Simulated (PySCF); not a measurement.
# H8NPSi2: NMR shifts and electronic excitations at several levels of theory, part 1 of 2

Aim: compute the NMR shifts and electronic excitations of H8NPSi2 (`N[SiH2]P[SiH3]`) at several levels, and see how far they spread and what each costs.

Computed with PySCF 2.14.0, with density-fitted response routines of our own, on a single molecule in the gas phase. Atoms are numbered from 0 throughout.

## Step 1: The molecule as given

12 atoms, charge 0, multiplicity 1; geometry from: GFN2-xTB. The atoms were then displaced at random by about 0.01 Å, so the start is not that level's minimum.

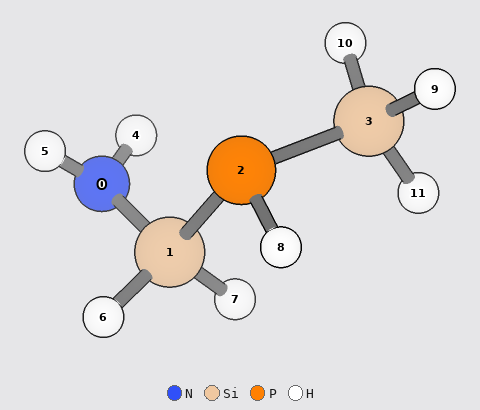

As it starts; nitrogen blue, silicon light orange, phosphorus orange, hydrogen white, atoms numbered; sticks join atoms by distance.

## Step 2: Optimising the geometry at PBE0-D3(BJ)/def2-SVP

Job settings and geometry (Å):

```
{"job": {"xc": "PBE0", "basis": "def2-SVP", "d3": "d3bj", "grid": 1, "shake": 0.01, "kind": "geom"}, "charge": 0, "multiplicity": 1}
N      2.216310     0.442920     0.713730
Si     1.193120    -0.749670    -0.004710
P     -0.503720     0.114020    -1.236380
Si    -2.023570     0.478250     0.299080
H      1.795260     1.045300     1.418530
H      2.748570     1.043970     0.089980
H      2.063250    -1.492570    -0.923710
H      0.740090    -1.553860     1.114380
H     -0.978420    -1.097410    -1.623670
H     -3.316580     0.693480    -0.400760
H     -1.672140     1.674550     1.049710
H     -2.222490    -0.627230     1.259510
```

Launch:

```bash
OMP_NUM_THREADS=1 python probes_run.py task.json out
```

The driver reads the jobs from task.json and runs them one after another.

Standard output:

```text
step   0  E = -979.15738095  max force = 0.030355
step   1  E = -979.16350997  max force = 0.007430
step   2  E = -979.16392548  max force = 0.001269
step   3  E = -979.16398448  max force = 0.000672
step   4  E = -979.16401846  max force = 0.001097
step   5  E = -979.16405459  max force = 0.000959
step   6  E = -979.16408704  max force = 0.000633
step   7  E = -979.16413229  max force = 0.000446
step   8  E = -979.16417202  max force = 0.000591
step   9  E = -979.16417981  max force = 0.000356
optimisation converged
```

Run time: 70 s. Hardware: 1 thread of Arm Neoverse N1, shared host.

The steps of the relaxation:

| step | energy from step 0 (eV) | largest force component (eV/Å) |
| --- | --- | --- |
| 0 | 0.0000 | 1.5609 |
| 1 | -0.1668 | 0.3821 |
| 2 | -0.1781 | 0.0653 |
| 3 | -0.1797 | 0.0346 |
| 4 | -0.1806 | 0.0564 |
| 5 | -0.1816 | 0.0493 |
| 6 | -0.1825 | 0.0326 |
| 7 | -0.1837 | 0.0229 |
| 8 | -0.1848 | 0.0304 |
| 9 | -0.1850 | 0.0183 |

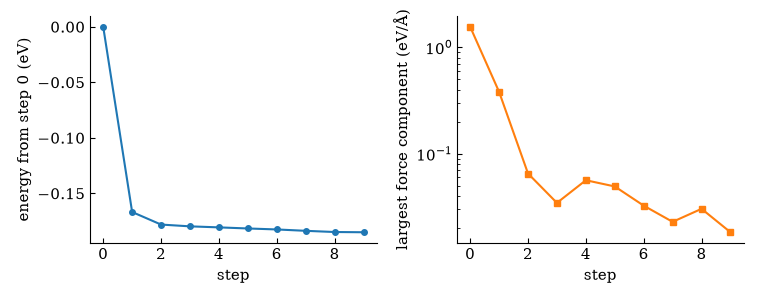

Energy and force, step by step.

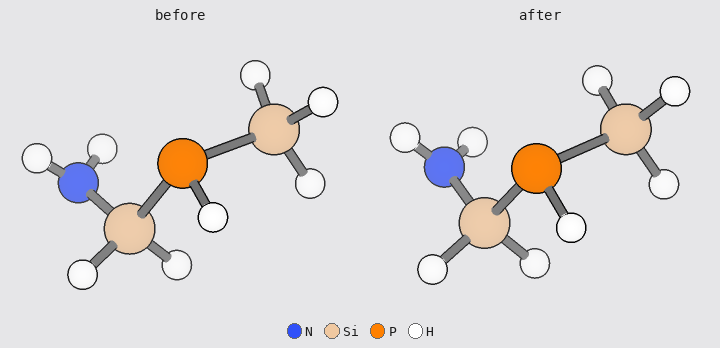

Before and after, at one scale.

Close pairs (by a distance rule), those that changed most:

| bond | before (Å) | after (Å) | change (Å) |
| --- | --- | --- | --- |
| P2–H8 | 1.358 | 1.431 | +0.074 |
| P2–Si3 | 2.191 | 2.256 | +0.065 |
| Si1–H7 | 1.451 | 1.495 | +0.044 |
| Si3–H10 | 1.455 | 1.497 | +0.042 |
| Si1–H6 | 1.468 | 1.494 | +0.026 |
| Si3–H11 | 1.478 | 1.497 | +0.019 |
| Si1–P2 | 2.268 | 2.280 | +0.013 |
| Si3–H9 | 1.486 | 1.494 | +0.008 |

The next job starts from the end point, and lists it.

| at the end point | value |
| --- | --- |
| point group (found at 0.08 Å tolerance) | C1 |
| rotational constants (GHz, main isotopes) | 4.800, 1.853, 1.541 |
| dipole moment (D) | 1.05 |

## Step 3: Shielding tensors: PBE0/6-31G*

Job settings and geometry (Å):

```
{"job": {"kind": "nmr", "xc": "PBE0", "basis": "6-31G*", "pop": true}, "charge": 0, "multiplicity": 1}
N      1.988358     0.631896     0.766392
Si     1.213948    -0.701975    -0.008749
P     -0.463637    -0.057173    -1.412273
Si    -1.934403     0.427161     0.228751
H      1.555771     1.055389     1.579369
H      2.480314     1.325877     0.214820
H      2.203851    -1.425508    -0.861913
H      0.706061    -1.602841     1.070974
H     -0.961290    -1.376395    -1.657821
H     -3.243068     0.855788    -0.349970
H     -1.359602     1.571776     1.003671
H     -2.172603    -0.705652     1.177713
```

Level: GIAO PBE0/6-31G* NMR shielding, non-relativistic, gas phase.

Standard output:

```text
coarse grid: 10896 points
cycle   1  E = -979.4421594309  dE = -5.192e-02  |g| = 3.958e-01  |ddm| = 2.938e+00
cycle   2  E = -979.4156703757  dE =  2.649e-02  |g| = 5.220e-01  |ddm| = 1.007e+00
cycle   3  E = -979.4788302372  dE = -6.316e-02  |g| = 4.390e-02  |ddm| = 6.331e-01
cycle   4  E = -979.4792908147  dE = -4.606e-04  |g| = 1.610e-02  |ddm| = 7.988e-02
cycle   5  E = -979.4793895340  dE = -9.872e-05  |g| = 3.114e-03  |ddm| = 3.234e-02
cycle   6  E = -979.4793932805  dE = -3.746e-06  |g| = 3.003e-04  |ddm| = 5.585e-03
final grid: 89752 points
cycle   7  E = -979.4207226743  dE = -7.855e-06  |g| = 5.667e-03  |ddm| = 1.662e-02
cycle   8  E = -979.4207146449  dE =  8.029e-06  |g| = 8.231e-03  |ddm| = 1.486e-02
cycle   9  E = -979.4207307680  dE = -1.612e-05  |g| = 2.749e-04  |ddm| = 8.349e-03
cycle  10  E = -979.4207307930  dE = -2.497e-08  |g| = 9.364e-05  |ddm| = 6.121e-04
cycle  11  E = -979.4207307959  dE = -2.929e-09  |g| = 1.967e-05  |ddm| = 1.669e-04
cycle  12  E = -979.4207307960  dE = -1.442e-10  |g| = 4.690e-06  |ddm| = 3.841e-05
converged SCF energy = -979.4207307960

GIAO shielding tensors (ppm)
atom      isotropic    diamagn.    paramagn.     s11        s22        s33       span
  0 N      259.505     321.198     -61.693    238.707    251.042    288.765     50.058
  1 Si     421.066     880.504    -459.438    379.355    427.568    456.276     76.921
  2 P      641.508     968.729    -327.221    562.456    611.601    750.467    188.011
  3 Si     458.476     881.753    -423.277    419.483    467.609    488.338     68.855
  4 H       32.108      30.613       1.495     24.866     29.302     42.156     17.290
  5 H       32.442      29.573       2.868     25.334     28.489     43.503     18.170
  6 H       26.386      29.099      -2.713     22.121     25.290     31.746      9.625
  7 H       26.505      30.212      -3.708     22.588     25.845     31.081      8.494
  8 H       31.232      30.932       0.300     26.003     27.441     40.253     14.250
  9 H       27.612      28.927      -1.315     24.088     25.312     33.436      9.349
 10 H       27.964      30.553      -2.589     24.515     26.792     32.585      8.071
 11 H       27.622      29.908      -2.286     24.262     25.731     32.872      8.610
```

It took 12 s on 1 thread of Arm Neoverse N1, shared host.

The references, computed at this level on geometries of the same kind, shield at (ppm): 1H TMS 31.96, 29Si TMS 418.1, 15N NH3 259.4, 31P H3PO4 376.2. Their shielding less the atom's gives the shift. The references are single molecules in the gas phase, so shifts against H2O, NH3, PH3, H3PO4 or CFCl3 are not on the usual liquid scales and can be off by tens of ppm. Atoms listed in one row are averaged.

| atoms | environment | σ (ppm) | δ (ppm) |
| --- | --- | --- | --- |
| H6, H7 | hydrogen on a silicon bonded to N, P | 26.45 | 5.52 |
| H9, H10, H11 | hydrogen on a silicon bonded to P | 27.73 | 4.23 |
| H8 | hydrogen on a phosphorus bonded to 2 Si | 31.23 | 0.73 |
| H4, H5 | hydrogen on a nitrogen bonded to Si | 32.27 | -0.31 |
| N0 | nitrogen bonded to Si, 2 H | 259.5 | -0.1 |
| Si1 | silicon bonded to N, P, 2 H | 421.1 | -3.0 |
| Si3 | silicon bonded to P, 3 H | 458.5 | -40.4 |
| P2 | phosphorus bonded to 2 Si, H | 641.5 | -265.3 |

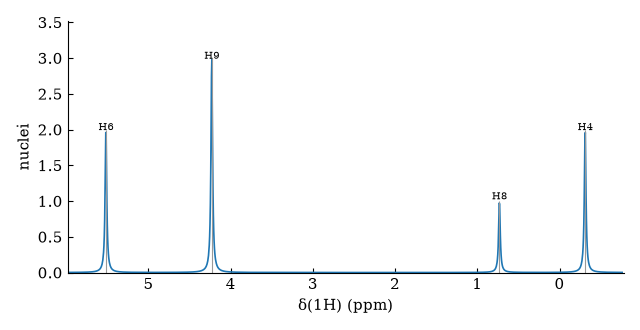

1H lines at the computed shifts, without couplings. Lines are broadened to a width of 0.02 ppm (Lorentzian).

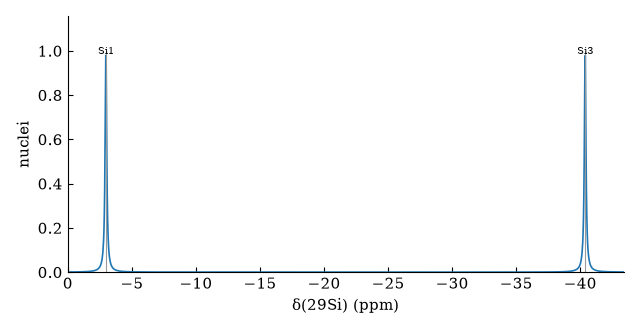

29Si lines at the computed shifts, without couplings. Lines are broadened to a width of 0.15 ppm (Lorentzian).

The run also stored atomic charges by several schemes (e):

| atoms | Mulliken | IAO | Hirshfeld | ESP fit |
| --- | --- | --- | --- | --- |
| N0 | -0.91 | -0.83 | -0.30 | -1.07 |
| Si1 | 0.51 | 0.71 | 0.29 | 0.65 |
| P2 | -0.29 | -0.26 | -0.11 | -0.43 |
| Si3 | 0.21 | 0.38 | 0.22 | 0.36 |

Hirshfeld charges:

| atom | value (e) |
| --- | --- |
| N0 | -0.30 |
| Si1 | 0.29 |
| P2 | -0.11 |
| Si3 | 0.22 |
| H4 | 0.12 |
| H5 | 0.13 |
| H6 | -0.07 |
| H7 | -0.07 |
| H8 | 0.00 |
| H9 | -0.07 |
| H10 | -0.07 |
| H11 | -0.07 |

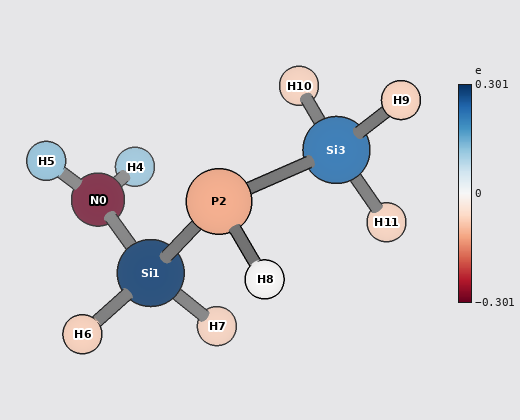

Hirshfeld charges, as colours on the atoms.

Mayer bond orders: N0–Si1 1.08, Si1–P2 0.85, P2–Si3 0.94.

## Step 4: Shielding tensors: PBE0/6-311+G(2d,p)

Same as in step 3 but for these lines:

```diff
@@ -1,2 +1,2 @@
-{"job": {"kind": "nmr", "xc": "PBE0", "basis": "6-31G*", "pop": true}, "charge": 0, "multiplicity": 1}
+{"job": {"kind": "nmr", "xc": "PBE0", "basis": "6-311+G(2d,p)", "pop": true}, "charge": 0, "multiplicity": 1}
 N      1.988358     0.631896     0.766392
```

Level: GIAO PBE0/6-311+G(2d,p) NMR shielding, non-relativistic, gas phase.

Standard output:

```text
coarse grid: 10896 points
cycle   1  E = -979.5005914306  dE = -9.331e-02  |g| = 4.379e-01  |ddm| = 2.549e+00
cycle   2  E = -979.4690832246  dE =  3.151e-02  |g| = 5.624e-01  |ddm| = 8.099e-01
cycle   3  E = -979.5358800147  dE = -6.680e-02  |g| = 7.096e-02  |ddm| = 5.158e-01
cycle   4  E = -979.5368989163  dE = -1.019e-03  |g| = 1.864e-02  |ddm| = 7.305e-02
cycle   5  E = -979.5369846750  dE = -8.576e-05  |g| = 5.399e-03  |ddm| = 2.677e-02
cycle   6  E = -979.5369925397  dE = -7.865e-06  |g| = 9.765e-04  |ddm| = 8.157e-03
final grid: 89752 points
cycle   7  E = -979.5391391638  dE = -2.466e-05  |g| = 5.459e-03  |ddm| = 3.156e-02
cycle   8  E = -979.5391326428  dE =  6.521e-06  |g| = 7.714e-03  |ddm| = 1.022e-02
cycle   9  E = -979.5391452029  dE = -1.256e-05  |g| = 5.155e-04  |ddm| = 5.876e-03
cycle  10  E = -979.5391452537  dE = -5.079e-08  |g| = 1.183e-04  |ddm| = 6.426e-04
cycle  11  E = -979.5391452571  dE = -3.399e-09  |g| = 4.262e-05  |ddm| = 1.989e-04
cycle  12  E = -979.5391452577  dE = -6.048e-10  |g| = 6.882e-06  |ddm| = 6.727e-05
converged SCF energy = -979.5391452577

GIAO shielding tensors (ppm)
atom      isotropic    diamagn.    paramagn.     s11        s22        s33       span
  0 N      254.386     322.332     -67.946    233.647    247.662    281.847     48.200
  1 Si     367.985     879.362    -511.377    317.319    375.366    411.270     93.951
  2 P      602.927     968.504    -365.577    525.969    567.950    714.862    188.892
  3 Si     416.652     881.099    -464.447    371.070    424.290    454.598     83.529
  4 H       31.326      33.803      -2.477     24.551     28.476     40.951     16.399
  5 H       31.757      32.645      -0.888     25.185     27.848     42.239     17.054
  6 H       25.851      28.778      -2.927     21.807     24.852     30.893      9.086
  7 H       25.913      29.641      -3.727     22.255     25.235     30.250      7.996
  8 H       30.366      29.726       0.640     25.360     26.669     39.069     13.709
  9 H       27.007      28.960      -1.953     23.397     24.893     32.732      9.336
 10 H       27.283      30.524      -3.241     23.943     26.260     31.646      7.703
 11 H       26.965      29.673      -2.707     23.655     24.934     32.307      8.652
```

It took 28 s on 1 thread of Arm Neoverse N1, shared host; peak memory 0.9 GiB.

Key values: δ N0 7.5, Si1 -23.6, Si3 -72.2, P2 -305.9, H6 5.63, H9 4.42 ppm (means over like atoms).

## Step 5: Shielding tensors: PBE0/def2-SVP

Same as in step 4 but for these lines:

```diff
@@ -1,2 +1,2 @@
-{"job": {"kind": "nmr", "xc": "PBE0", "basis": "6-311+G(2d,p)", "pop": true}, "charge": 0, "multiplicity": 1}
+{"job": {"kind": "nmr", "xc": "PBE0", "basis": "def2-SVP", "pop": true}, "charge": 0, "multiplicity": 1}
 N      1.988358     0.631896     0.766392
```

Level: GIAO PBE0/def2-SVP NMR shielding, non-relativistic, gas phase.

Standard output:

```text
coarse grid: 10896 points
cycle   1  E = -979.0086046527  dE = -8.186e-02  |g| = 3.892e-01  |ddm| = 3.109e+00
cycle   2  E = -978.9834245109  dE =  2.518e-02  |g| = 5.106e-01  |ddm| = 8.465e-01
cycle   3  E = -979.0429978411  dE = -5.957e-02  |g| = 4.243e-02  |ddm| = 5.151e-01
cycle   4  E = -979.0434303203  dE = -4.325e-04  |g| = 1.523e-02  |ddm| = 7.836e-02
cycle   5  E = -979.0435119704  dE = -8.165e-05  |g| = 3.124e-03  |ddm| = 3.193e-02
cycle   6  E = -979.0435158391  dE = -3.869e-06  |g| = 4.458e-04  |ddm| = 6.066e-03
final grid: 89752 points
cycle   7  E = -979.1534759596  dE = -9.099e-06  |g| = 5.249e-03  |ddm| = 2.074e-02
cycle   8  E = -979.1534693244  dE =  6.635e-06  |g| = 7.533e-03  |ddm| = 1.236e-02
cycle   9  E = -979.1534825551  dE = -1.323e-05  |g| = 2.279e-04  |ddm| = 7.078e-03
cycle  10  E = -979.1534825694  dE = -1.433e-08  |g| = 8.057e-05  |ddm| = 5.096e-04
cycle  11  E = -979.1534825716  dE = -2.201e-09  |g| = 2.015e-05  |ddm| = 1.674e-04
cycle  12  E = -979.1534825718  dE = -1.739e-10  |g| = 3.630e-06  |ddm| = 4.047e-05
converged SCF energy = -979.1534825718

GIAO shielding tensors (ppm)
atom      isotropic    diamagn.    paramagn.     s11        s22        s33       span
  0 N      265.668     313.115     -47.447    242.815    255.677    298.511     55.696
  1 Si     438.219     880.228    -442.010    389.401    446.290    478.965     89.563
  2 P      665.862     967.876    -302.014    591.383    634.278    771.924    180.541
  3 Si     479.178     880.110    -400.932    434.726    484.565    518.244     83.517
  4 H       31.334      31.647      -0.313     23.886     28.440     41.677     17.790
  5 H       31.762      30.371       1.391     24.434     27.805     43.045     18.611
  6 H       25.951      28.907      -2.955     21.607     24.755     31.493      9.886
  7 H       26.136      30.458      -4.323     22.198     25.405     30.804      8.605
  8 H       30.818      30.739       0.080     25.694     26.918     39.843     14.149
  9 H       27.105      28.670      -1.565     23.386     24.799     33.128      9.742
 10 H       27.504      30.678      -3.173     24.061     26.321     32.131      8.070
 11 H       27.167      29.929      -2.762     23.791     25.162     32.549      8.757
```

Run time: 13 s. Hardware: 1 thread of Arm Neoverse N1, shared host.

This run: δ N0 4.2, Si1 -31.0, Si3 -72.0, P2 -280.0, H6 5.30, H9 4.08 ppm (means over like atoms).

## Step 6: NMR shieldings: PBE0/def2-TZVP

Same as in step 5 but for these lines:

```diff
@@ -1,2 +1,2 @@
-{"job": {"kind": "nmr", "xc": "PBE0", "basis": "def2-SVP", "pop": true}, "charge": 0, "multiplicity": 1}
+{"job": {"kind": "nmr", "xc": "PBE0", "basis": "def2-TZVP", "pop": true}, "charge": 0, "multiplicity": 1}
 N      1.988358     0.631896     0.766392
```

With the program's defaults for keys left out, this is: GIAO PBE0/def2-TZVP NMR shielding, non-relativistic, gas phase.

Standard output:

```text
coarse grid: 10896 points
cycle   1  E = -979.5143256339  dE = -8.218e-02  |g| = 4.216e-01  |ddm| = 2.437e+00
cycle   2  E = -979.4841086656  dE =  3.022e-02  |g| = 5.590e-01  |ddm| = 6.509e-01
cycle   3  E = -979.5504293055  dE = -6.632e-02  |g| = 5.646e-02  |ddm| = 4.007e-01
cycle   4  E = -979.5511014640  dE = -6.722e-04  |g| = 1.793e-02  |ddm| = 5.738e-02
cycle   5  E = -979.5511855716  dE = -8.411e-05  |g| = 4.811e-03  |ddm| = 2.243e-02
cycle   6  E = -979.5511919728  dE = -6.401e-06  |g| = 1.047e-03  |ddm| = 5.588e-03
final grid: 89752 points
cycle   7  E = -979.5458257251  dE = -2.270e-05  |g| = 5.832e-03  |ddm| = 1.948e-02
cycle   8  E = -979.5458187661  dE =  6.959e-06  |g| = 8.068e-03  |ddm| = 8.479e-03
cycle   9  E = -979.5458323657  dE = -1.360e-05  |g| = 5.806e-04  |ddm| = 5.069e-03
cycle  10  E = -979.5458324271  dE = -6.147e-08  |g| = 1.058e-04  |ddm| = 5.151e-04
cycle  11  E = -979.5458324300  dE = -2.861e-09  |g| = 4.536e-05  |ddm| = 1.452e-04
cycle  12  E = -979.5458324307  dE = -7.074e-10  |g| = 6.865e-06  |ddm| = 4.860e-05
converged SCF energy = -979.5458324307

GIAO shielding tensors (ppm)
atom      isotropic    diamagn.    paramagn.     s11        s22        s33       span
  0 N      256.542     317.178     -60.636    233.710    251.175    284.740     51.030
  1 Si     356.953     878.094    -521.141    305.028    364.728    401.102     96.074
  2 P      596.528     966.994    -370.466    517.464    559.637    712.483    195.019
  3 Si     406.134     880.866    -474.732    360.314    413.798    444.290     83.977
  4 H       31.327      31.957      -0.630     24.536     28.437     41.009     16.473
  5 H       31.767      30.751       1.016     25.171     27.879     42.250     17.080
  6 H       25.774      28.750      -2.976     21.688     24.830     30.803      9.115
  7 H       25.822      30.033      -4.211     22.118     25.211     30.137      8.019
  8 H       30.391      29.932       0.459     25.411     26.804     38.958     13.547
  9 H       26.974      28.677      -1.704     23.435     24.829     32.657      9.222
 10 H       27.269      30.582      -3.313     24.003     26.214     31.591      7.588
 11 H       26.922      29.662      -2.740     23.694     24.870     32.203      8.510
```

It took 32 s on 1 thread of Arm Neoverse N1, shared host; peak memory 0.91 GiB.

This run: δ N0 9.4, Si1 -25.4, Si3 -74.6, P2 -315.6, H6 5.68, H9 4.43 ppm (means over like atoms).

## Step 7: Nuclear shieldings: PBE0/cc-pVDZ

Same as in step 6 but for these lines:

```diff
@@ -1,2 +1,2 @@
-{"job": {"kind": "nmr", "xc": "PBE0", "basis": "def2-TZVP", "pop": true}, "charge": 0, "multiplicity": 1}
+{"job": {"kind": "nmr", "xc": "PBE0", "basis": "cc-pVDZ", "pop": true}, "charge": 0, "multiplicity": 1}
 N      1.988358     0.631896     0.766392
```

Method: GIAO PBE0/cc-pVDZ NMR shielding, non-relativistic, gas phase.

Standard output:

```text
coarse grid: 10896 points
cycle   1  E = -979.4291396966  dE = -1.541e-02  |g| = 3.947e-01  |ddm| = 5.694e+00
cycle   2  E = -979.4018609117  dE =  2.728e-02  |g| = 5.235e-01  |ddm| = 1.402e+00
cycle   3  E = -979.4644272841  dE = -6.257e-02  |g| = 4.380e-02  |ddm| = 7.646e-01
cycle   4  E = -979.4649078263  dE = -4.805e-04  |g| = 1.530e-02  |ddm| = 1.247e-01
cycle   5  E = -979.4649924153  dE = -8.459e-05  |g| = 3.340e-03  |ddm| = 4.965e-02
cycle   6  E = -979.4649969087  dE = -4.493e-06  |g| = 5.659e-04  |ddm| = 8.613e-03
final grid: 89752 points
cycle   7  E = -979.4813879766  dE = -7.022e-06  |g| = 5.488e-03  |ddm| = 3.304e-02
cycle   8  E = -979.4813803870  dE =  7.590e-06  |g| = 7.976e-03  |ddm| = 2.066e-02
cycle   9  E = -979.4813952568  dE = -1.487e-05  |g| = 2.447e-04  |ddm| = 1.179e-02
cycle  10  E = -979.4813952747  dE = -1.794e-08  |g| = 8.257e-05  |ddm| = 8.531e-04
cycle  11  E = -979.4813952769  dE = -2.198e-09  |g| = 2.404e-05  |ddm| = 2.439e-04
cycle  12  E = -979.4813952772  dE = -2.408e-10  |g| = 4.110e-06  |ddm| = 6.099e-05
converged SCF energy = -979.4813952772

GIAO shielding tensors (ppm)
atom      isotropic    diamagn.    paramagn.     s11        s22        s33       span
  0 N      268.637     309.533     -40.896    245.753    258.019    302.139     56.386
  1 Si     442.494     882.468    -439.974    399.573    450.664    477.244     77.670
  2 P      657.258     969.743    -312.484    585.600    628.867    757.307    171.707
  3 Si     481.691     882.157    -400.467    441.447    489.219    514.406     72.959
  4 H       31.290      31.408      -0.117     23.861     28.499     41.511     17.649
  5 H       31.742      30.221       1.521     24.492     27.910     42.825     18.333
  6 H       25.943      29.032      -3.088     21.531     24.676     31.623     10.092
  7 H       26.043      30.651      -4.608     22.163     25.107     30.859      8.696
  8 H       30.745      30.293       0.452     25.570     27.061     39.603     14.032
  9 H       27.086      28.803      -1.717     23.290     24.728     33.241      9.951
 10 H       27.462      30.811      -3.349     23.878     26.228     32.281      8.403
 11 H       27.123      30.058      -2.934     23.643     24.997     32.730      9.086
```

Run time: 15 s. Hardware: 1 thread of Arm Neoverse N1, shared host; peak memory 0.6 GiB.

Key values: δ N0 4.5, Si1 -23.9, Si3 -63.1, P2 -267.9, H6 5.30, H9 4.07 ppm (means over like atoms).

## Step 8: Nuclear shieldings: PBE0/cc-pVTZ

Same as in step 7 but for these lines:

```diff
@@ -1,2 +1,2 @@
-{"job": {"kind": "nmr", "xc": "PBE0", "basis": "cc-pVDZ", "pop": true}, "charge": 0, "multiplicity": 1}
+{"job": {"kind": "nmr", "xc": "PBE0", "basis": "cc-pVTZ", "pop": true}, "charge": 0, "multiplicity": 1}
 N      1.988358     0.631896     0.766392
```

Level: GIAO PBE0/cc-pVTZ NMR shielding, non-relativistic, gas phase.

Standard output:

```text
coarse grid: 10896 points
cycle   1  E = -979.5014456218  dE = -6.969e-02  |g| = 4.182e-01  |ddm| = 5.902e+00
cycle   2  E = -979.4715104248  dE =  2.994e-02  |g| = 5.585e-01  |ddm| = 1.336e+00
cycle   3  E = -979.5378436257  dE = -6.633e-02  |g| = 5.233e-02  |ddm| = 7.669e-01
cycle   4  E = -979.5384326510  dE = -5.890e-04  |g| = 1.797e-02  |ddm| = 1.080e-01
cycle   5  E = -979.5385245472  dE = -9.190e-05  |g| = 4.313e-03  |ddm| = 3.894e-02
cycle   6  E = -979.5385304860  dE = -5.939e-06  |g| = 1.049e-03  |ddm| = 9.400e-03
final grid: 89752 points
cycle   7  E = -979.5518568873  dE = -2.891e-05  |g| = 5.740e-03  |ddm| = 5.673e-02
cycle   8  E = -979.5518498430  dE =  7.044e-06  |g| = 8.087e-03  |ddm| = 1.819e-02
cycle   9  E = -979.5518636905  dE = -1.385e-05  |g| = 4.620e-04  |ddm| = 1.077e-02
cycle  10  E = -979.5518637350  dE = -4.450e-08  |g| = 1.167e-04  |ddm| = 8.612e-04
cycle  11  E = -979.5518637389  dE = -3.884e-09  |g| = 4.117e-05  |ddm| = 2.913e-04
cycle  12  E = -979.5518637395  dE = -6.066e-10  |g| = 7.237e-06  |ddm| = 7.976e-05
converged SCF energy = -979.5518637395

GIAO shielding tensors (ppm)
atom      isotropic    diamagn.    paramagn.     s11        s22        s33       span
  0 N      259.646     307.215     -47.569    235.459    252.075    291.405     55.946
  1 Si     380.992     885.802    -504.810    332.276    384.725    425.975     93.699
  2 P      626.128     970.936    -344.809    553.200    591.553    733.629    180.429
  3 Si     429.384     885.642    -456.258    385.778    435.575    466.799     81.022
  4 H       31.007      31.355      -0.348     23.919     27.953     41.151     17.232
  5 H       31.470      30.443       1.027     24.575     27.363     42.473     17.898
  6 H       25.803      28.779      -2.977     21.616     24.791     31.001      9.385
  7 H       25.869      30.450      -4.581     22.091     25.200     30.315      8.225
  8 H       30.434      30.568      -0.134     25.344     26.824     39.134     13.789
  9 H       27.002      28.627      -1.625     23.359     24.818     32.829      9.470
 10 H       27.305      30.764      -3.459     23.950     26.225     31.740      7.790
 11 H       26.967      29.915      -2.948     23.655     24.893     32.353      8.697
```

It took 47 s on 1 thread of Arm Neoverse N1, shared host; peak memory 0.92 GiB.

This run: δ N0 7.1, Si1 -21.0, Si3 -69.4, P2 -306.4, H6 5.46, H9 4.20 ppm (means over like atoms).

(Continued in part 2 of 2.)
